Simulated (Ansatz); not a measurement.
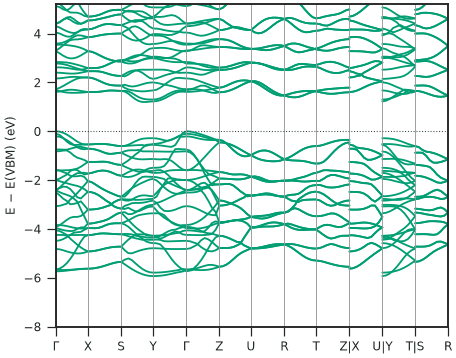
Band structure from DFT-PBE in the program Ansatz with PAW potentials

Q: Read off the gap and where the band edges lie.

A: About 1.2 eV (1.20 eV by a search for the band edges); maximum at Γ, minimum on the S–Y line, 72 % of the way from S.

Q: Pick the material that matches.
A. HfS2, Pca2_1 (Hf on 4a, S on 4a, S on 4a)
B. TeO2, Pbcn (Te on 4c, O on 8d)
C. TiO2, Pbca (Ti on 8c, O on 8c, O on 8c)
D. SrHfN2, Pna2_1 (Sr on 4a, Hf on 4a, N on 4a, N on 4a)

A: A, HfS2, Pca2_1 (Hf on 4a, S on 4a, S on 4a)

The start of the workflow was typed in or built on a structure type; neither database checked (COD, Materials Project) lists it. Whether it is the stable phase at ambient conditions was not checked. The PBE relaxation kept the symmetry of its start; its stability against distortions is not shown here. No spin polarisation was allowed. Spin–orbit coupling is left out wherever it is not named.

Potentials: the earlier of the program's two PAW sets.
